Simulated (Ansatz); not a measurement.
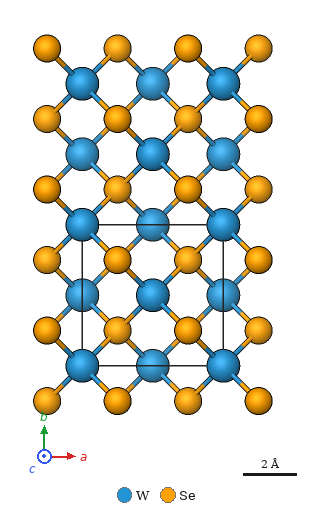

This is the input geometry for a relaxation of solid WSe (built on the zinc blende type) (coarse preliminary run). A ball-and-stick model of the conventional cell (4 times the calculation's cell), repeated 1 × 2 × 1 with one cell outlined, seen along the c axis. Lengths and directions refer to the drawn axes.

Theory: DFT PBEsol, scalar-relativistic, plane waves, PAW in Ansatz.

Input
```yaml
crystal:
  lattice:
    - [0.0, 2.6782044124, 2.6782044124]
    - [2.6782044124, 0.0, 2.6782044124]
    - [2.6782044124, 2.6782044124, 0.0]
  atoms:
    - { symbol: W, position: [0.0, 0.0, 0.0], spin: 0.12 }
    - { symbol: Se, position: [0.25, 0.25, 0.25] }
basis:
  ecutwfc: 420
kpoints:
  mp_grid: { grid: [6, 6, 6] }
hamiltonian:
  xc: pbesol
scf:
  occupations: { method: gaussian, width: 0.1 }
output:
  forces: true
  stress: true
  eigenvalues: true
  populations: true
magnetization:
  spin_polarized: true
relax:
  adjacent_minimum: "off"
  f_tol: 0.05
  max_steps: 80
  cell: { stress_tol: 0.5 }
```

Command:
```bash
ansatz run input.yaml --threads 1 --pin off --max-ram 2560MiB --backend cpu --events-out ev --progress --plain --runs-dir out
```

**Predict the outcome.**

Over 2 accepted moves (3 points after the start) the energy falls by 166 meV per atom. All forces vanish by symmetry, so only the cell relaxes. The pressure goes from 23.11 to −0.45 GPa. At 1 point the geometry stayed and the basis and grid were re-selected for the new cell (energy shift of 0.5 meV per atom at most each time). No atom moves by more than 0.005 Å relative to the cell. The drawn cell changes as follows: a = b = c 5.356 → 5.593 Å (+4.4 %); the volume changes by +13.9 %. Among the contacts that change: W1–Se2 2.319 → 2.422 Å. The space group stays F-43m (No. 216).

Final geometry:

```
W Se
1.0
     0.00000    2.79662    2.79662
     2.79662    0.00000    2.79662
     2.79662    2.79662    0.00000
W Se
1 1
Direct
  0.00000 0.00000 0.00000
  0.25000 0.25000 0.25000
```

After the run, drawn alike:

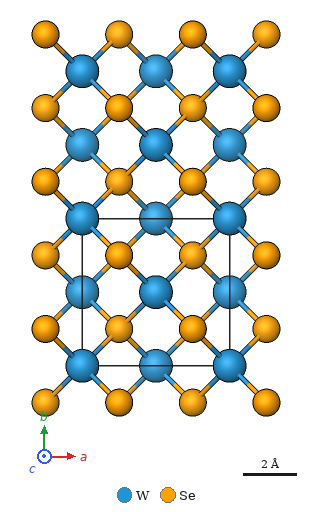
